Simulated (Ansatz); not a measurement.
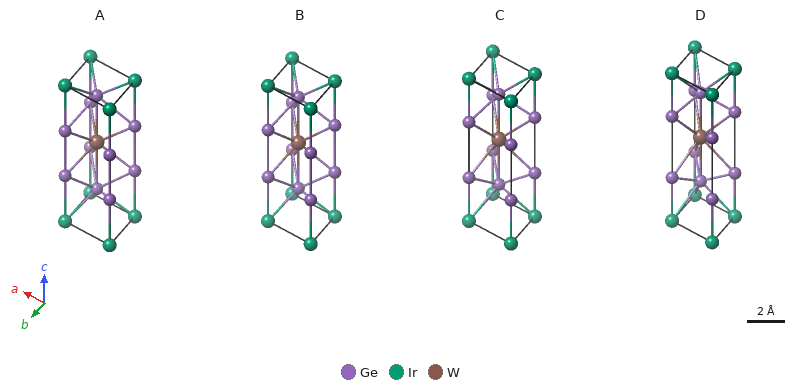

4 geometries from one relaxation of solid Ge4IrW (a generated structure, set up in P-6m2) (coarse preliminary run), in shuffled order. Style: ball-and-stick. Shown: the cell of the calculation, from a free direction.

These are results of DFT PBE, scalar-relativistic, plane waves, PAW (Ansatz), not measurements. (plane-wave cutoff 420 eV; k-point mesh 6 × 6 × 2; occupations gaussian; smearing width 0.1 eV; no spin polarisation; cell and atoms relaxed; force threshold 0.04 eV/Å; at most 70 steps)

Order the frames from highest to lowest energy.

Answer. D, C, B, A. They are steps 0, 1, 2, 8, at +5.544 eV per cell of the calculation, +1.982 eV per cell of the calculation, +0.440 eV per cell of the calculation relative to the last. The energy falls by 5.544 eV per cell of the calculation in 6 accepted moves (8 points after the start). Largest force component: 5.5 eV/Å at the start, 0.0036 eV/Å at the end. The pressure goes from 25.15 to 0.06 GPa. The SCF was repeated twice at an unchanged geometry on a basis and grid sized afresh for the cell, which shifted the energy by 24.5 meV per cell of the calculation at most. The largest moves relative to the cell, 0.37 Å, are those of Ge atoms. W and Ir stay in place. Cell: a = b 3.501 → 3.889 Å (+11.1 %), c 9.019 → 8.304 Å (−7.9 %). Volume +13.6 %. Near-neighbour distances that change, for instance: Ge–Ge 3.633 → 2.608 Å, Ge–Ge 3.737 → 2.731 Å, Ge–Ge 2.183 → 2.690 Å, Ge–W 2.693 → 2.848 Å. The space group stays P-6m2 (No. 187). The run took 75 s on 1 thread of Intel(R) Xeon(R) Processor @ 2.70GHz, on a shared host, peak memory 0.43 GiB.
